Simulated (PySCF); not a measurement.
## Electronic structure of C$_{3}$H$_{2}$ClF in real space

```xyz
7

F    -1.3204   -0.9074   -0.9345
C    -0.6510   -0.3563    0.1367
C     0.0636    0.9392   -0.0625
C     0.8080   -0.1358    0.0177
Cl    2.3071   -0.8715   -0.0058
H    -1.1624   -0.6464    1.0469
H    -0.0416    1.9829   -0.2256
```

Geometry: GFN2-xTB.

These are results of PySCF 2.14.0, PBE0/pcSseg-1, SCF density, gas phase, non-relativistic, not measurements.

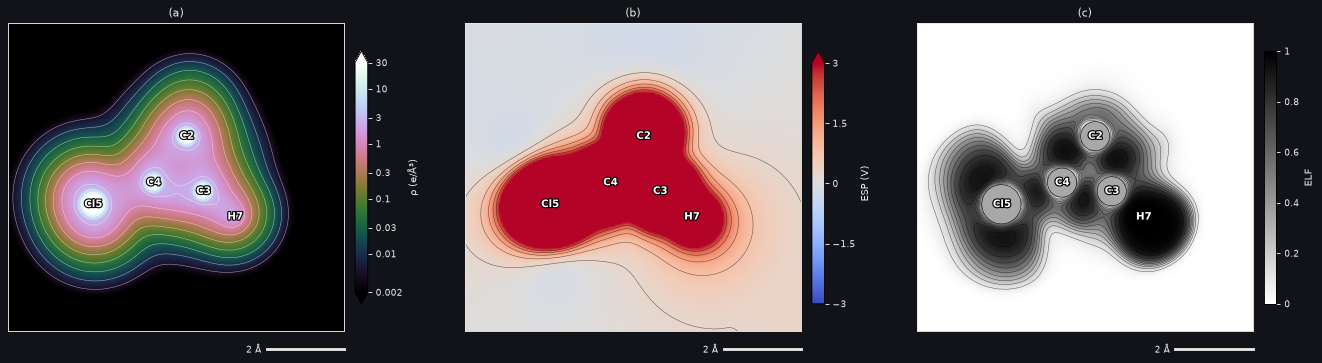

Figure 1. (a) electron density; (b) molecular electrostatic potential; (c) electron localisation function on the plane of atoms C2, C4 and Cl5. Grey discs cover the atomic cores in the ELF map.

Question: Interpret the plot.

Answer: The section cuts through C, Cl and H sites. C–C (1.31 Å): the density is about 2.2 e/Å³ at the midpoint; the ELF peaks at about 0.85 between the atoms; a multiple bond. C–Cl (1.67 Å): ρ at the midpoint is about 1.6 e/Å³; the ELF peaks at about 0.90 between the atoms; localised, covalent bonding. C–H (1.06 Å): ρ at the midpoint is about 2.1 e/Å³; the ELF climbs to about 1 towards the hydrogen, as it does in any bond to H; a covalent bond by its length. C–C (1.48 Å): ρ at the midpoint is about 1.7 e/Å³; the ELF peaks at about 0.85 between the atoms (a shared electron pair). The ELF also peaks beside Cl5, away from the bonds: lone-pair regions. The potential has no marked negative region in this plane.

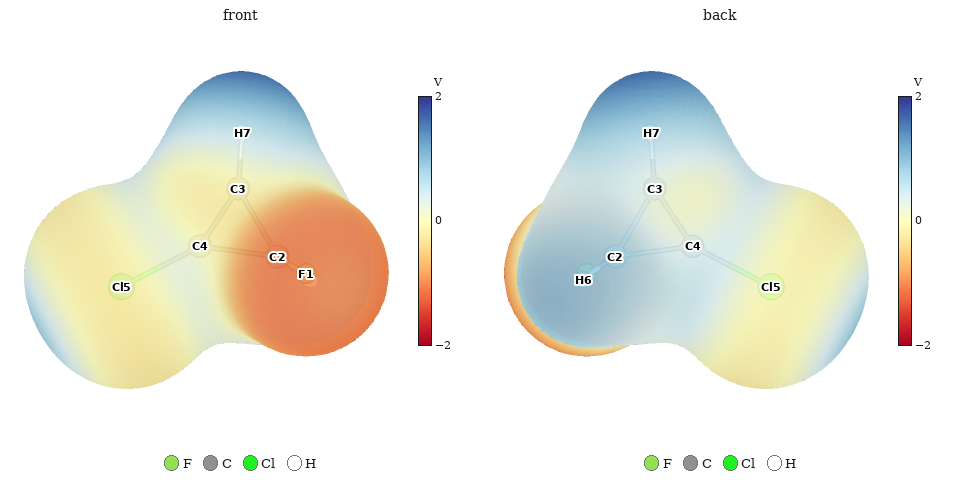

Figure 2. The electrostatic potential painted on the density surface at 0.002 e/bohr³, seen from the front and from behind; red is negative and blue positive.

Question: Where is the surface potential most negative and most positive?

Answer: The most negative region (about −1.1 V, or −25 kcal/mol for a unit charge) lies over F1, the most positive (about +1.6 V, or +37 kcal/mol for a unit charge) over H7. Cl5 shows a σ-hole: about +0.9 V, or +21 kcal/mol for a unit charge at the tip opposite its bond, against about −0.1 V on its flanks.
